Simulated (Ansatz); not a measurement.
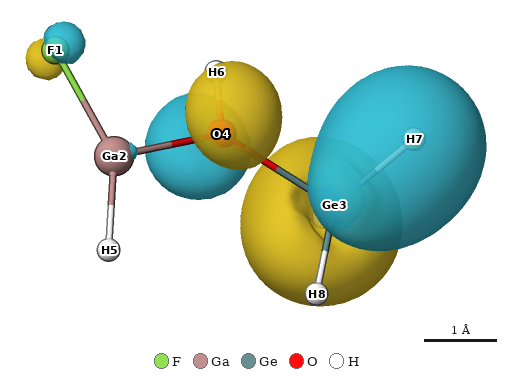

*FGaGeH5O (charge +1). One frontier orbital at ±0.1 Å⁻³ᐟ² (yellow and cyan are the two phases), seen at a tilt.*

Geometry: PBE0-D3(BJ)/def2-SVP.

Computed with isolated molecule in a Gaussian basis; Kohn-Sham density functional theory, functional PBE0 in Ansatz.

```yaml
atoms:
  - { symbol: F, position_ang: [-0.8339, 2.3847, 1.1390] }
  - { symbol: Ga, position_ang: [-1.4782, 0.8585, 0.6785] }
  - { symbol: Ge, position_ang: [0.6752, -1.8379, -0.1139] }
  - { symbol: O, position_ang: [0.1721, -0.0564, 0.4169] }
  - { symbol: H, position_ang: [-2.7784, 0.0993, 0.4423] }
  - { symbol: H, position_ang: [0.9197, 0.5394, 0.6004] }
  - { symbol: H, position_ang: [1.4603, -2.3269, 1.0976] }
  - { symbol: H, position_ang: [-0.7192, -2.4271, -0.2968] }
  - { symbol: H, position_ang: [1.4721, -1.5834, -1.3880] }
```

Which orbital is it: HOMO or LUMO?

Answer. The HOMO, at −14.69 eV. By Hirshfeld shares it lies mainly on Ge3 (about 35 %), H7 (about 20 %), H9 (about 20 %) and O4 (about 15 %).
